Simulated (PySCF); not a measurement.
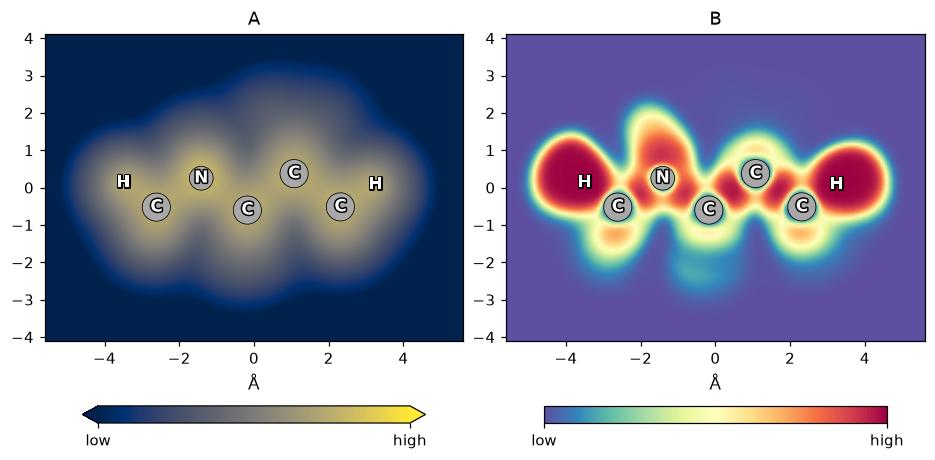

C$_{6}$H$_{14}$NO (SMILES CN[C@H]([O-])C(C)(C)C) (charge −1): 2 fields on the plane of atoms C3, C5 and C7, with unlabelled colour scales. Grey discs cover the atomic cores.

Geometry: PBE0-D3(BJ)/ma-def2-SVP.

Theory: PySCF, DFT single point, gas phase, functional wB97X.

```xyz
22

C     2.9045   -0.5391    0.0216
N     1.5169   -0.5333   -0.3573
C     0.7116    0.4118    0.5023
O     0.9748    0.2950    1.7739
C    -0.8171    0.1950    0.1363
C    -1.0732    0.3300   -1.3626
C    -1.5934    1.2751    0.8839
C    -1.2426   -1.1809    0.6346
H     3.4598   -1.3293   -0.5167
H     2.9526   -0.7309    1.1044
H     3.4322    0.4311   -0.1544
H     1.4370   -0.2396   -1.3295
H    -2.1559    0.3404   -1.5891
H    -0.6439    1.2737   -1.7484
H    -0.6286   -0.5076   -1.9254
H    -2.6850    1.1654    0.7443
H    -1.3005    2.2804    0.5316
H    -1.3478    1.2134    1.9551
H    -0.7050   -1.9703    0.0860
H    -2.3321   -1.3399    0.5246
H    -0.9615   -1.2657    1.6965
H     0.9377    1.4667    0.0763
```

**Match the panels to the quantities (electron density and electron localisation function).**

Panel A: electron density. Panel B: electron localisation function. From the grid: C–N (1.44 Å): ρ is about 2 e/Å³ halfway; the ELF peaks at about 0.95 between the atoms; a shared electron pair. C–C (1.53 Å): ρ is about 1.7 e/Å³ halfway; the ELF peaks at about 0.95 between the atoms, as expected for a covalent bond.
